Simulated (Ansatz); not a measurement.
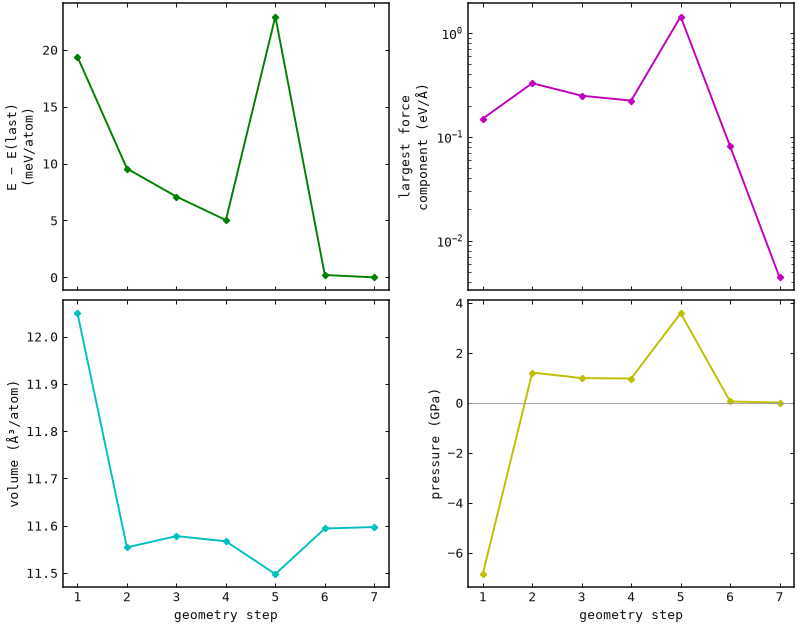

History of a geometry optimisation. Atoms and cell relax. A closing SCF on a freshly chosen basis isn't drawn.

```
crystal:
  lattice:
    - [3.800411, 0.0, 0.0]
    - [0.0, 3.800411, 0.0]
    - [0.0, 0.0, 5.005673]
  atoms:
    - { symbol: Ce, position: [0.0, 0.0, 0.0] }
    - { symbol: B, position: [0.5, 0.5, 0.224] }
    - { symbol: B, position: [0.5, 0.5, 0.776] }
    - { symbol: Cr, position: [0.0, 0.5, 0.5] }
    - { symbol: Cr, position: [0.5, 0.0, 0.5] }
    - { symbol: C, position: [0.0, 0.0, 0.5] }
  symmetry: { tolerance: 0.0003 }
kpoints:
  mp_grid: { grid: [5, 5, 4], shift: [0, 0, 0] }
magnetization:
  spin_polarized: false
scf:
  occupations: { method: tetrahedron }
  mixing: { preconditioner: none }
hamiltonian:
  pseudopotentials: { kind: paw }
  xc: r2scan
basis:
  ecutwfc: 500
output:
  forces: true
  stress: true
  eigenvalues: true
relax:
  max_steps: 40
  cell: {}
```

Run as:
```bash
ansatz run input.yaml --threads 1 --pin off --max-ram 2560MiB --backend cpu --events-out ev --progress --plain --runs-dir out
```

How did the optimisation end?

Answer. The optimisation met its thresholds at geometry 7, counting the start as the first. The energy fell by about 19 meV/atom from the first step to the last. Step 5 went uphill and was rejected by the line search. The largest force component goes from about 0.15 eV/Å at the start to 4 × 10⁻³ eV/Å at the end, with a peak of 1.4 eV/Å at step 5.

Was the starting cell too large or too small?

Answer. The volume shrinks from 12.05 to 11.60 Å³ per atom (−3.8 %), overshooting to 11.50 at step 5, as the pressure goes from −6.8 GPa to about 0 GPa. The start was expanded.

By which step was nine tenths of the energy gained?

Answer. By step 6 of 7.
